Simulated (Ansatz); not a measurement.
# Calculations on ZrNH4OCl2F

**1. Relaxation**

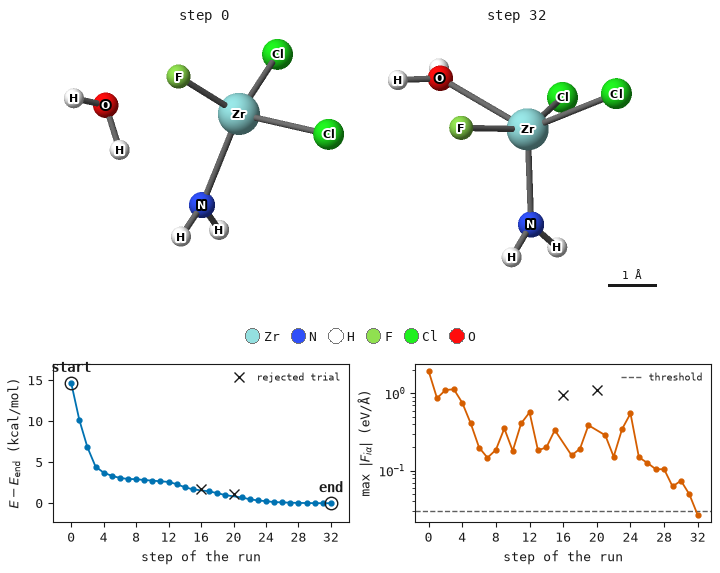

First and last geometry of a relaxation of ZrNH4OCl2F, with the history of the run. A ball-and-stick model, seen at a tilt.

The run prepares an end point of a later path (reaction) calculation, from a guessed geometry.

Theory: RKS B3LYP-D4/def2-SVP in Ansatz 0.2.0. Set-up: no spin polarisation; force threshold 0.03 eV/Å; at most 50 steps.

Question: What do the curves and the structures tell?

Answer: It converged. The largest move after the best rigid fit is that of an H atom, 1.79 Å. By element the largest moves are H 1.79 Å, F 1.24 Å, Cl 1.21 Å, O 0.94 Å, Zr 0.61 Å, N 0.58 Å. Near-neighbour distances that change, for instance: O–Zr 3.256 → 2.308 Å, H–Zr 3.603 → 2.954 Å, N–Zr 2.150 → 2.008 Å, H–Zr 3.018 → 2.926 Å. New bonds form, among them: O–Zr (3.26 → 2.31 Å). Bond angles that change, for instance: F–Zr–Cl 119.8° → 147.9°, N–Zr–Cl 111.4° → 98.2°, N–Zr–F 108.1° → 97.5°. Over 30 accepted moves (32 points after the start) the energy falls by 14.7 kcal/mol. The largest force component goes from 2 to 0.027 eV/Å. The line search rejected the trial steps at points 16, 20 of the run. The run took 110 s on 4 threads of Arm Neoverse V1 (shared host), peak memory 0.36 GiB.

| step | E − E(0), kcal/mol | largest force component, eV/Å | note |
| --- | --- | --- | --- |
| 0 | 0.00 | 1.9515 |  |
| 1 | -4.51 | 0.8661 |  |
| 2 | -7.85 | 1.1066 |  |
| 3 | -10.21 | 1.1318 |  |
| 4 | -10.95 | 0.7568 |  |
| 5 | -11.34 | 0.4113 |  |
| 6 | -11.59 | 0.1996 |  |
| 7 | -11.72 | 0.1471 |  |
| 8 | -11.75 | 0.1866 |  |
| 9 | -11.85 | 0.3522 |  |
| 10 | -11.92 | 0.1805 |  |
| 11 | -12.01 | 0.4095 |  |
| 12 | -12.08 | 0.5687 |  |
| 13 | -12.36 | 0.1838 |  |
| 15 | -12.99 | 0.3349 |  |
| 16 | -12.96 | 0.9461 | rejected |
| 17 | -13.24 | 0.1578 |  |
| 18 | -13.45 | 0.1930 |  |
| 19 | -13.70 | 0.3875 |  |
| 20 | -13.51 | 1.0938 | rejected |
| 22 | -14.20 | 0.1519 |  |
| 23 | -14.34 | 0.3462 |  |
| 24 | -14.43 | 0.5505 |  |
| 25 | -14.54 | 0.1490 |  |
| 26 | -14.58 | 0.1264 |  |
| 27 | -14.62 | 0.1048 |  |
| 29 | -14.66 | 0.0626 |  |
| 30 | -14.67 | 0.0743 |  |
| 31 | -14.68 | 0.0495 |  |
| 32 | -14.68 | 0.0265 |  |

Limits of the set-up: the start holds two separate molecules, 2.3 Å apart at their closest, whose relative position is a soft coordinate.

**2. Relaxation**

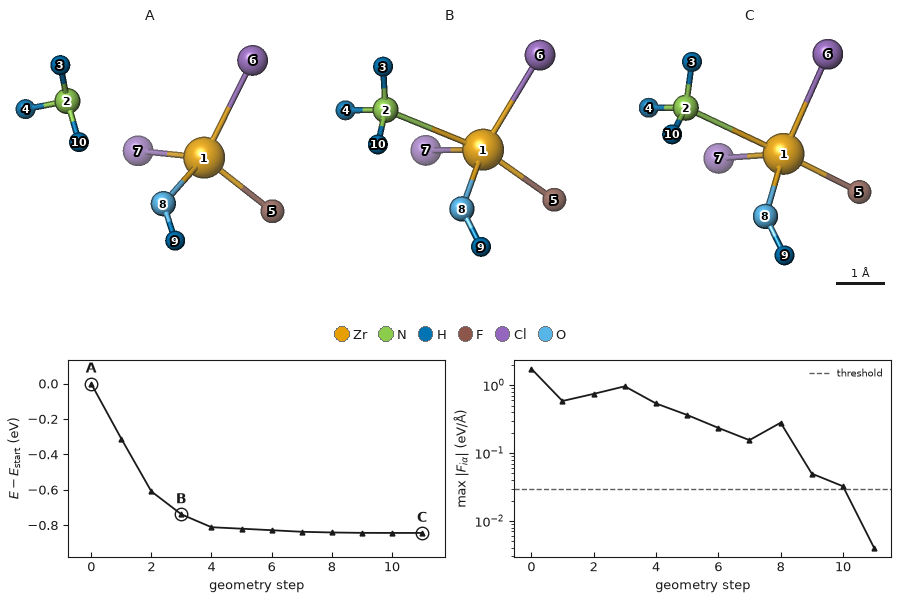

Frames of a relaxation of ZrNH4OCl2F, marked on the history of the run. Style: ball-and-stick. Shown from a free direction.

The run prepares an end point of a later path (reaction) calculation, from a guessed geometry.

All numbers below come from Ansatz 0.2.0, RKS B3LYP-D4/def2-SVP. Set-up: no spin polarisation; force threshold 0.03 eV/Å; at most 50 steps.

> Describe the path.

Over 11 geometry steps the energy falls by 0.844 eV. Largest force component: 1.7 eV/Å at the start, 0.004 eV/Å at the end. H3 moves most after the best rigid fit: 0.83 Å. Largest moves by element: H 0.83 Å, Cl 0.65 Å, Zr 0.51 Å, F 0.49 Å, N 0.44 Å, O 0.28 Å. Among the contacts that change: Zr1–H3 4.122 → 3.003 Å, Zr1–H4 3.978 → 3.000 Å, Zr1–N2 3.388 → 2.458 Å, Zr1–H10 3.251 → 2.952 Å. New bonds form, among them: Zr1–N2 (3.39 → 2.46 Å). Bond angles that change, for instance: F5–Zr1–O8 104.4° → 98.0°, F5–Zr1–Cl6 105.0° → 98.8°, Cl6–Zr1–Cl7 114.3° → 120.4°. The run took 42 s on 4 threads of Arm Neoverse V1, with other jobs on the host, peak memory 0.36 GiB. From step 0 to 3: H3 moves most (0.58 Å), energy −0.738 eV. From step 3 to 11: Cl6 moves most (0.32 Å), energy −0.105 eV.

Limits of the set-up: the start holds two separate molecules, 2.2 Å apart at their closest, whose relative position is a soft coordinate.

**3. Path**

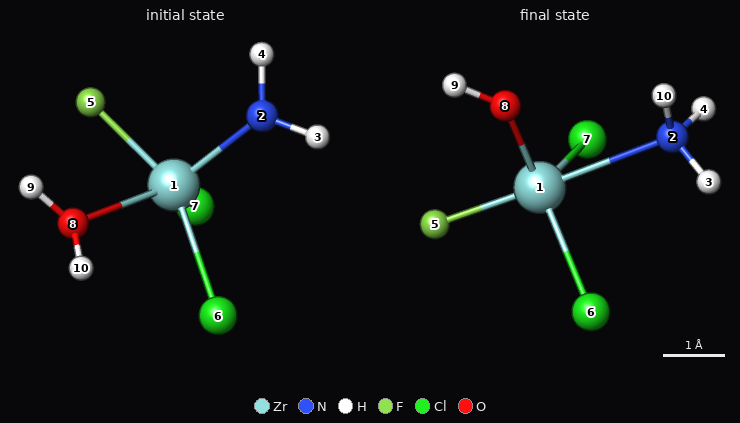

The two relaxed end points of a path for ZrNH4OCl2F. The picture is a ball-and-stick view, seen from a free direction.

All numbers below come from Ansatz 0.2.0, RKS B3LYP-D4/def2-SVP.

Run with 7 movable images; climbing image; force threshold 0.03 eV/Å; iteration limit 60.

Start:
```xyz
10

Zr    0.1015    0.1231    0.5564
N    -0.3721   -0.6056    2.3662
H    -1.2807   -0.5059    2.8177
H     0.2176   -1.2282    2.9179
F     1.9911   -0.3006    0.6007
Cl   -1.6308    1.8374    0.4059
Cl   -0.6217   -1.3612   -1.1591
O     1.2471    2.1263    0.5478
H     2.1855    2.2045    0.7768
H     0.7813    2.9671    0.6699
```

End:
```xyz
10

Zr    0.3182    0.5064    0.0394
N    -0.2928    0.2032    2.4005
H    -1.2545    0.4871    2.5980
H    -0.1873   -0.7654    2.7093
F     0.8423    0.7788   -1.7811
Cl   -1.8709    1.4877   -0.0565
Cl    0.5759   -1.8787    0.1423
O     1.7060    1.5659    0.8803
H     2.4590    2.0927    0.5889
H     0.3229    0.7792    2.9790
```

Q: Predict the minimum-energy path and its barrier.

A: The highest point, image 4, lies 7.6 kcal/mol above the start and 31.2 kcal/mol above the end; the end is at −23.5 kcal/mol relative to the start. A hydrogen atom shifts from one atom to another. Breaking: O8–H10 (0.97 → 1.11 at the top → 2.63 Å). Forming: N2–H10 (4.12 → 1.44 at the top → 1.02 Å). The band is converged. At the top, the vibrational analysis gives one imaginary mode (731i cm⁻¹), as a transition state must have.

Energies of the converged images:

| image | path (Å) | E (kcal/mol) |
| --- | --- | --- |
| 0 | 0.00 | 0.0 |
| 1 | 1.04 | 0.4 |
| 2 | 2.08 | 2.0 |
| 3 | 3.12 | 3.1 |
| 4 | 4.17 | 7.6 |
| 5 | 4.98 | -13.7 |
| 6 | 5.80 | -19.4 |
| 7 | 6.62 | -22.7 |
| 8 | 7.44 | -23.5 |

The geometry at the top of the path:

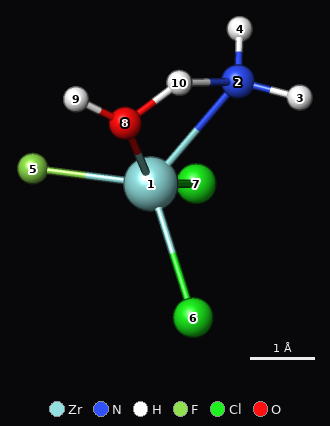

Cost: 5.5 min on 4 threads of Arm Neoverse V1, on a shared host, peak memory 0.36 GiB.
